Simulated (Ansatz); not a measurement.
Run report: AlSiH₅O, molecular dynamics (part 1 of 3)

- system: AlSiH₅O
- method: RKS PBE0-D4/def2-SVP (Ansatz 0.2.0)

Figures and captions count atoms from 1; the log counts them from 0 in places.

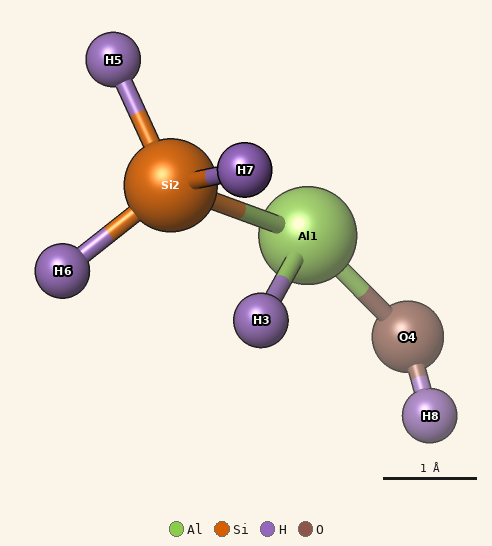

**Figure 1.** The starting structure (ball-and-stick view, seen at a tilt; atoms are numbered from 1 in the order of the input). Sticks mark near contacts.

### Results in brief

```csv
quantity,value
outcome,finished
mean temperature over the second half,55 K
trajectory,"80 steps, 20 fs"
ensemble,nvt_nose_hoover
temperature in the input,100 K
time step,0.25 fs
potential energy (last step),−16586.8893 eV
mean-field energy (last step),−16586.7728 eV
dispersion energy (last step),−0.1165 eV
SCF solution under orbital rotations (last step),stable
largest force (length of the vector) (last step),0.785 eV/Å
dipole moment (last step),1.51 D
hardware,"2 threads of Arm Neoverse V2, 23 GiB of memory available, shared host"
wall time,79 s (CPU time 2.5 min)
peak memory,0.41 GiB
```

So short a trajectory is not equilibrated. The temperature stays far from the 100 K of the thermostat over the second half: the run isn't equilibrated.

### Input
```yaml
crystal:
  periodic: [false, false, false]
  atoms:
    - {symbol: Al, position_ang: [-0.827853, -0.010422, 0.978747]}
    - {symbol: Si, position_ang: [1.268615, 0.273508, -0.180797]}
    - {symbol: H, position_ang: [-0.307822, -0.255962, -0.794439]}
    - {symbol: O, position_ang: [-2.472053, -0.420330, 0.928216]}
    - {symbol: H, position_ang: [2.331436, 0.721798, 0.788566]}
    - {symbol: H, position_ang: [1.787235, -1.017942, -0.710574]}
    - {symbol: H, position_ang: [1.153156, 1.402013, -1.145271]}
    - {symbol: H, position_ang: [-2.932814, -0.692562, 0.135553]}
basis:
  gaussian: {orbitals: def2-SVP}
hamiltonian: {xc: pbe0, dispersion: d4}
md: {n_steps: 80, timestep: 0.25, temperature: 100, ensemble: nvt_nose_hoover, seed: 634, initial_velocities: maxwell_boltzmann}
```

Launch command:
```bash
ansatz run in.yaml --threads 2 --pin off --events-out ev --progress --plain --max-ram 4352MiB
```

### Output
```
Functional definition: PBE0
  name "PBE0"
  cite "Adamo & Barone, J. Chem. Phys. 110, 6158 (1999) doi:10.1063/1.478522"
  cite "Perdew, Burke & Ernzerhof, Phys. Rev. Lett. 77, 3865 (1996) doi:10.1103/PhysRevLett.77.3865"
  parent pbe
  parameter a = 0.25
  parameter kappa = 0.804
  parameter beta = 0.06672455060314922
  exchange = (1 - a)*pbe_x(kappa = kappa, mu = beta*pi^2/3) + a*exact_x
  correlation = pbe_c(beta = beta)
756 factors; integrals over basis functions are off by at most 3.6e-4 eV
mean field evaluation 1: about -16581.7821 eV, gradient 5.1e1 eV
mean field evaluation 2: about -16565.5663 eV, gradient 1.0e2 eV
mean field evaluation 4: about -16586.6656 eV, gradient 5.7e0 eV
mean field evaluation 8: about -16586.8214 eV, gradient 2.4e-2 eV
mean field -16586.82137390 eV, -609.5544425395 hartree, gradient 6.5e-5 eV, S^2 0.000000; 0 other end points of the search recorded, 0 dependent functions left out
the calculation of the forces begins
reference -16586.82140268 eV, -609.5544435972 hartree; 20, 20 occupied and 55, 55 virtual orbitals, 756 factors
md step     0: t =     0.00 fs  T =   100.0 K  F+E_penalty+E_count = -16586.93299061 eV  E_kin = 0.077556 eV  conserved = -16586.85543461 eV  (23 SCF iters)
these checks for a lower state are left out or cut short: starts, cluster_reference, orbital_swaps, neighbouring_geometries, increment
756 factors; integrals over basis functions are off by at most 3.6e-4 eV
mean field evaluation 16: about -16586.8207 eV, gradient 2.1e-1 eV
mean field -16586.82085024 eV, -609.5544232952 hartree, gradient 2.1e-5 eV, S^2 0.000000; 0 other end points of the search recorded, 0 dependent functions left out
the calculation of the forces begins
reference -16586.82087902 eV, -609.5544243531 hartree; 20, 20 occupied and 55, 55 virtual orbitals, 756 factors
md step     1: t =     0.25 fs  T =    99.2 K  F+E_penalty+E_count = -16586.93239920 eV  E_kin = 0.076969 eV  conserved = -16586.85543016 eV  (22 SCF iters)
[... from here on the SCF iterations and repeated set-up lines of each step are left out, up to the last step ...]
md step     2: t =     0.50 fs  T =    98.3 K  F+E_penalty+E_count = -16586.93162732 eV  E_kin = 0.076203 eV  conserved = -16586.85542465 eV  (22 SCF iters)
md step     3: t =     0.75 fs  T =    97.1 K  F+E_penalty+E_count = -16586.93076134 eV  E_kin = 0.075343 eV  conserved = -16586.85541883 eV  (22 SCF iters)
md step     4: t =     1.00 fs  T =    96.0 K  F+E_penalty+E_count = -16586.92989244 eV  E_kin = 0.074479 eV  conserved = -16586.85541353 eV  (22 SCF iters)
md step     5: t =     1.25 fs  T =    95.0 K  F+E_penalty+E_count = -16586.92910363 eV  E_kin = 0.073694 eV  conserved = -16586.85540952 eV  (22 SCF iters)
md step     6: t =     1.50 fs  T =    94.2 K  F+E_penalty+E_count = -16586.92845769 eV  E_kin = 0.073051 eV  conserved = -16586.85540737 eV  (22 SCF iters)
md step     7: t =     1.75 fs  T =    93.6 K  F+E_penalty+E_count = -16586.92798832 eV  E_kin = 0.072581 eV  conserved = -16586.85540735 eV  (22 SCF iters)
md step     8: t =     2.00 fs  T =    93.2 K  F+E_penalty+E_count = -16586.92769585 eV  E_kin = 0.072287 eV  conserved = -16586.85540940 eV  (22 SCF iters)
md step     9: t =     2.25 fs  T =    93.0 K  F+E_penalty+E_count = -16586.92754830 eV  E_kin = 0.072136 eV  conserved = -16586.85541310 eV  (22 SCF iters)
md step    10: t =     2.50 fs  T =    92.9 K  F+E_penalty+E_count = -16586.92748802 eV  E_kin = 0.072071 eV  conserved = -16586.85541828 eV  (22 SCF iters)
md step    11: t =     2.75 fs  T =    92.9 K  F+E_penalty+E_count = -16586.92744047 eV  E_kin = 0.072019 eV  conserved = -16586.85542370 eV  (22 SCF iters)
md step    12: t =     3.00 fs  T =    92.7 K  F+E_penalty+E_count = -16586.92732735 eV  E_kin = 0.071902 eV  conserved = -16586.85542812 eV  (22 SCF iters)
md step    13: t =     3.25 fs  T =    92.4 K  F+E_penalty+E_count = -16586.92707985 eV  E_kin = 0.071651 eV  conserved = -16586.85543134 eV  (22 SCF iters)
md step    14: t =     3.50 fs  T =    91.8 K  F+E_penalty+E_count = -16586.92664762 eV  E_kin = 0.071218 eV  conserved = -16586.85543293 eV  (22 SCF iters)
md step    15: t =     3.75 fs  T =    91.0 K  F+E_penalty+E_count = -16586.92600634 eV  E_kin = 0.070578 eV  conserved = -16586.85543266 eV  (22 SCF iters)
md step    16: t =     4.00 fs  T =    89.9 K  F+E_penalty+E_count = -16586.92516062 eV  E_kin = 0.069735 eV  conserved = -16586.85543064 eV  (22 SCF iters)
md step    17: t =     4.25 fs  T =    88.6 K  F+E_penalty+E_count = -16586.92414273 eV  E_kin = 0.068721 eV  conserved = -16586.85542721 eV  (22 SCF iters)
md step    18: t =     4.50 fs  T =    87.2 K  F+E_penalty+E_count = -16586.92300754 eV  E_kin = 0.067591 eV  conserved = -16586.85542288 eV  (22 SCF iters)
md step    19: t =     4.75 fs  T =    85.6 K  F+E_penalty+E_count = -16586.92182479 eV  E_kin = 0.066414 eV  conserved = -16586.85541829 eV  (22 SCF iters)
md step    20: t =     5.00 fs  T =    84.2 K  F+E_penalty+E_count = -16586.92066955 eV  E_kin = 0.065265 eV  conserved = -16586.85541386 eV  (24 SCF iters)
md step    21: t =     5.25 fs  T =    82.8 K  F+E_penalty+E_count = -16586.91961301 eV  E_kin = 0.064213 eV  conserved = -16586.85541022 eV  (22 SCF iters)
md step    22: t =     5.50 fs  T =    81.6 K  F+E_penalty+E_count = -16586.91871336 eV  E_kin = 0.063317 eV  conserved = -16586.85540783 eV  (22 SCF iters)
md step    23: t =     5.75 fs  T =    80.7 K  F+E_penalty+E_count = -16586.91800879 eV  E_kin = 0.062615 eV  conserved = -16586.85540701 eV  (19 SCF iters)
md step    24: t =     6.00 fs  T =    80.1 K  F+E_penalty+E_count = -16586.91751285 eV  E_kin = 0.062119 eV  conserved = -16586.85540786 eV  (19 SCF iters)
md step    25: t =     6.25 fs  T =    79.7 K  F+E_penalty+E_count = -16586.91721283 eV  E_kin = 0.061819 eV  conserved = -16586.85541027 eV  (19 SCF iters)
md step    26: t =     6.50 fs  T =    79.5 K  F+E_penalty+E_count = -16586.91707104 eV  E_kin = 0.061675 eV  conserved = -16586.85541397 eV  (19 SCF iters)
md step    27: t =     6.75 fs  T =    79.5 K  F+E_penalty+E_count = -16586.91702916 eV  E_kin = 0.061631 eV  conserved = -16586.85541855 eV  (19 SCF iters)
md step    28: t =     7.00 fs  T =    79.4 K  F+E_penalty+E_count = -16586.91701510 eV  E_kin = 0.061614 eV  conserved = -16586.85542343 eV  (19 SCF iters)
md step    29: t =     7.25 fs  T =    79.4 K  F+E_penalty+E_count = -16586.91695183 eV  E_kin = 0.061549 eV  conserved = -16586.85542799 eV  (22 SCF iters)
md step    30: t =     7.50 fs  T =    79.1 K  F+E_penalty+E_count = -16586.91676749 eV  E_kin = 0.061363 eV  conserved = -16586.85543205 eV  (22 SCF iters)
md step    31: t =     7.75 fs  T =    78.7 K  F+E_penalty+E_count = -16586.91640337 eV  E_kin = 0.060999 eV  conserved = -16586.85543424 eV  (22 SCF iters)
md step    32: t =     8.00 fs  T =    77.9 K  F+E_penalty+E_count = -16586.91582434 eV  E_kin = 0.060423 eV  conserved = -16586.85543418 eV  (22 SCF iters)
md step    33: t =     8.25 fs  T =    76.9 K  F+E_penalty+E_count = -16586.91502461 eV  E_kin = 0.059628 eV  conserved = -16586.85543266 eV  (22 SCF iters)
md step    34: t =     8.50 fs  T =    75.6 K  F+E_penalty+E_count = -16586.91402757 eV  E_kin = 0.058637 eV  conserved = -16586.85542934 eV  (22 SCF iters)
md step    35: t =     8.75 fs  T =    74.1 K  F+E_penalty+E_count = -16586.91288543 eV  E_kin = 0.057503 eV  conserved = -16586.85542463 eV  (22 SCF iters)
md step    36: t =     9.00 fs  T =    72.6 K  F+E_penalty+E_count = -16586.91167241 eV  E_kin = 0.056299 eV  conserved = -16586.85541921 eV  (19 SCF iters)
md step    37: t =     9.25 fs  T =    71.1 K  F+E_penalty+E_count = -16586.91047467 eV  E_kin = 0.055110 eV  conserved = -16586.85541384 eV  (19 SCF iters)
md step    38: t =     9.50 fs  T =    69.7 K  F+E_penalty+E_count = -16586.90937805 eV  E_kin = 0.054021 eV  conserved = -16586.85540929 eV  (19 SCF iters)
md step    39: t =     9.75 fs  T =    68.5 K  F+E_penalty+E_count = -16586.90845539 eV  E_kin = 0.053105 eV  conserved = -16586.85540626 eV  (19 SCF iters)
md step    40: t =    10.00 fs  T =    67.6 K  F+E_penalty+E_count = -16586.90775553 eV  E_kin = 0.052410 eV  conserved = -16586.85540523 eV  (19 SCF iters)
md step    41: t =    10.25 fs  T =    67.0 K  F+E_penalty+E_count = -16586.90729587 eV  E_kin = 0.051953 eV  conserved = -16586.85540635 eV  (19 SCF iters)
md step    42: t =    10.50 fs  T =    66.7 K  F+E_penalty+E_count = -16586.90705991 eV  E_kin = 0.051719 eV  conserved = -16586.85540946 eV  (19 SCF iters)
md step    43: t =    10.75 fs  T =    66.6 K  F+E_penalty+E_count = -16586.90700001 eV  E_kin = 0.051659 eV  conserved = -16586.85541406 eV  (19 SCF iters)
md step    44: t =    11.00 fs  T =    66.7 K  F+E_penalty+E_count = -16586.90704507 eV  E_kin = 0.051703 eV  conserved = -16586.85541941 eV  (24 SCF iters)
md step    45: t =    11.25 fs  T =    66.8 K  F+E_penalty+E_count = -16586.90711153 eV  E_kin = 0.051769 eV  conserved = -16586.85542470 eV  (22 SCF iters)
md step    46: t =    11.50 fs  T =    66.8 K  F+E_penalty+E_count = -16586.90711584 eV  E_kin = 0.051774 eV  conserved = -16586.85542914 eV  (22 SCF iters)
md step    47: t =    11.75 fs  T =    66.6 K  F+E_penalty+E_count = -16586.90698667 eV  E_kin = 0.051647 eV  conserved = -16586.85543229 eV  (22 SCF iters)
md step    48: t =    12.00 fs  T =    66.2 K  F+E_penalty+E_count = -16586.90667405 eV  E_kin = 0.051338 eV  conserved = -16586.85543370 eV  (22 SCF iters)
md step    49: t =    12.25 fs  T =    65.5 K  F+E_penalty+E_count = -16586.90615505 eV  E_kin = 0.050826 eV  conserved = -16586.85543282 eV  (22 SCF iters)
md step    50: t =    12.50 fs  T =    64.6 K  F+E_penalty+E_count = -16586.90543721 eV  E_kin = 0.050116 eV  conserved = -16586.85543071 eV  (22 SCF iters)
md step    51: t =    12.75 fs  T =    63.5 K  F+E_penalty+E_count = -16586.90455335 eV  E_kin = 0.049241 eV  conserved = -16586.85542731 eV  (22 SCF iters)
md step    52: t =    13.00 fs  T =    62.2 K  F+E_penalty+E_count = -16586.90355751 eV  E_kin = 0.048256 eV  conserved = -16586.85542313 eV  (22 SCF iters)
md step    53: t =    13.25 fs  T =    60.9 K  F+E_penalty+E_count = -16586.90251624 eV  E_kin = 0.047225 eV  conserved = -16586.85541881 eV  (19 SCF iters)
md step    54: t =    13.50 fs  T =    59.6 K  F+E_penalty+E_count = -16586.90149921 eV  E_kin = 0.046218 eV  conserved = -16586.85541493 eV  (19 SCF iters)
md step    55: t =    13.75 fs  T =    58.4 K  F+E_penalty+E_count = -16586.90057000 eV  E_kin = 0.045298 eV  conserved = -16586.85541207 eV  (19 SCF iters)
md step    56: t =    14.00 fs  T =    57.4 K  F+E_penalty+E_count = -16586.89977740 eV  E_kin = 0.044514 eV  conserved = -16586.85541037 eV  (19 SCF iters)
md step    57: t =    14.25 fs  T =    56.6 K  F+E_penalty+E_count = -16586.89915004 eV  E_kin = 0.043893 eV  conserved = -16586.85541017 eV  (19 SCF iters)
md step    58: t =    14.50 fs  T =    56.0 K  F+E_penalty+E_count = -16586.89869232 eV  E_kin = 0.043441 eV  conserved = -16586.85541152 eV  (19 SCF iters)
md step    59: t =    14.75 fs  T =    55.6 K  F+E_penalty+E_count = -16586.89838394 eV  E_kin = 0.043137 eV  conserved = -16586.85541426 eV  (19 SCF iters)
md step    60: t =    15.00 fs  T =    55.4 K  F+E_penalty+E_count = -16586.89818234 eV  E_kin = 0.042938 eV  conserved = -16586.85541808 eV  (19 SCF iters)
md step    61: t =    15.25 fs  T =    55.2 K  F+E_penalty+E_count = -16586.89802741 eV  E_kin = 0.042787 eV  conserved = -16586.85542205 eV  (19 SCF iters)
md step    62: t =    15.50 fs  T =    54.9 K  F+E_penalty+E_count = -16586.89785089 eV  E_kin = 0.042614 eV  conserved = -16586.85542652 eV  (19 SCF iters)
md step    63: t =    15.75 fs  T =    54.6 K  F+E_penalty+E_count = -16586.89758265 eV  E_kin = 0.042349 eV  conserved = -16586.85543044 eV  (19 SCF iters)
md step    64: t =    16.00 fs  T =    54.1 K  F+E_penalty+E_count = -16586.89716224 eV  E_kin = 0.041934 eV  conserved = -16586.85543316 eV  (22 SCF iters)
md step    65: t =    16.25 fs  T =    53.3 K  F+E_penalty+E_count = -16586.89654741 eV  E_kin = 0.041326 eV  conserved = -16586.85543424 eV  (22 SCF iters)
md step    66: t =    16.50 fs  T =    52.2 K  F+E_penalty+E_count = -16586.89572140 eV  E_kin = 0.040509 eV  conserved = -16586.85543344 eV  (22 SCF iters)
md step    67: t =    16.75 fs  T =    50.9 K  F+E_penalty+E_count = -16586.89469720 eV  E_kin = 0.039496 eV  conserved = -16586.85543074 eV  (22 SCF iters)
md step    68: t =    17.00 fs  T =    49.4 K  F+E_penalty+E_count = -16586.89351786 eV  E_kin = 0.038329 eV  conserved = -16586.85542644 eV  (24 SCF iters)
md step    69: t =    17.25 fs  T =    47.8 K  F+E_penalty+E_count = -16586.89225254 eV  E_kin = 0.037078 eV  conserved = -16586.85542106 eV  (19 SCF iters)
md step    70: t =    17.50 fs  T =    46.2 K  F+E_penalty+E_count = -16586.89098841 eV  E_kin = 0.035828 eV  conserved = -16586.85541522 eV  (19 SCF iters)
md step    71: t =    17.75 fs  T =    44.7 K  F+E_penalty+E_count = -16586.88981931 eV  E_kin = 0.034672 eV  conserved = -16586.85540978 eV  (19 SCF iters)
md step    72: t =    18.00 fs  T =    43.4 K  F+E_penalty+E_count = -16586.88883315 eV  E_kin = 0.033698 eV  conserved = -16586.85540593 eV  (19 SCF iters)
md step    73: t =    18.25 fs  T =    42.5 K  F+E_penalty+E_count = -16586.88809772 eV  E_kin = 0.032973 eV  conserved = -16586.85540354 eV  (19 SCF iters)
md step    74: t =    18.50 fs  T =    42.0 K  F+E_penalty+E_count = -16586.88765288 eV  E_kin = 0.032537 eV  conserved = -16586.85540333 eV  (19 SCF iters)
md step    75: t =    18.75 fs  T =    41.8 K  F+E_penalty+E_count = -16586.88750317 eV  E_kin = 0.032394 eV  conserved = -16586.85540538 eV  (19 SCF iters)
md step    76: t =    19.00 fs  T =    41.9 K  F+E_penalty+E_count = -16586.88761800 eV  E_kin = 0.032513 eV  conserved = -16586.85540987 eV  (19 SCF iters)
md step    77: t =    19.25 fs  T =    42.3 K  F+E_penalty+E_count = -16586.88793462 eV  E_kin = 0.032833 eV  conserved = -16586.85541527 eV  (19 SCF iters)
md step    78: t =    19.50 fs  T =    42.9 K  F+E_penalty+E_count = -16586.88837029 eV  E_kin = 0.033272 eV  conserved = -16586.85542119 eV  (19 SCF iters)
md step    79: t =    19.75 fs  T =    43.5 K  F+E_penalty+E_count = -16586.88883304 eV  E_kin = 0.033739 eV  conserved = -16586.85542677 eV  (22 SCF iters)
these checks for a lower state are left out or cut short: starts, cluster_reference, orbital_swaps, neighbouring_geometries, increment
756 factors; integrals over basis functions are off by at most 3.5e-4 eV
mean field -16586.77274879 eV, -609.5526555997 hartree, gradient 9.6e-6 eV, S^2 0.000000; 0 other end points of the search recorded, 0 dependent functions left out
the calculation of the forces begins
reference -16586.77277816 eV, -609.5526566788 hartree; 20, 20 occupied and 55, 55 virtual orbitals, 756 factors
756 factors; integrals over basis functions are off by at most 3.5e-4 eV
mean field evaluation 480: about -16586.7727 eV, gradient 1.1e-3 eV
mean field -16586.77274879 eV, -609.5526555997 hartree, gradient 9.6e-6 eV, S^2 0.000000; 1 other end points of the search recorded, 0 dependent functions left out
the calculation of the forces begins
reference -16586.77277816 eV, -609.5526566788 hartree; 20, 20 occupied and 55, 55 virtual orbitals, 756 factors
md step    80: t =    20.00 fs  T =    44.0 K  F+E_penalty+E_count = -16586.88923511 eV  E_kin = 0.034147 eV  conserved = -16586.85543124 eV  (24 SCF iters)
```

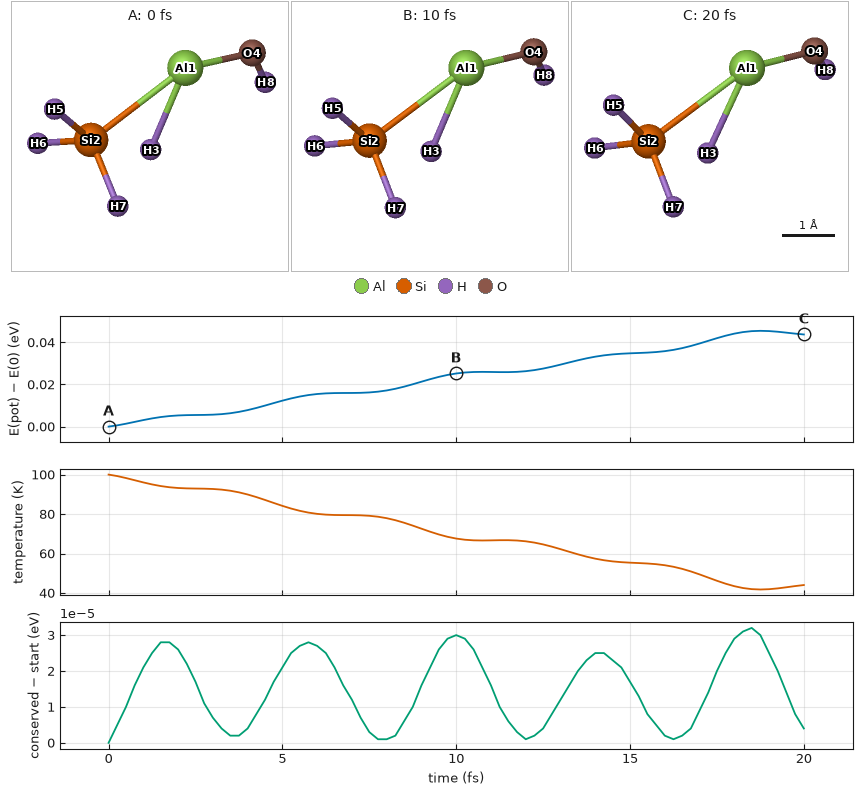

**Figure 2.** Frames of the molecular dynamics (ball-and-stick, seen at a tilt) above the curves, on which the letters mark them. The trajectory kept here has 81 frames over 20 fs. The temperature starts at 100 K, ranges from 42 to 100 K and averages 55 K over the second half. The potential energy ends 0.044 eV above its first value. The conserved quantity stays within 3.2e-05 eV. After an unweighted best fit of the last frame on the first, the root-mean-square displacement is 0.12 Å, and H8 has moved furthest (0.25 Å).
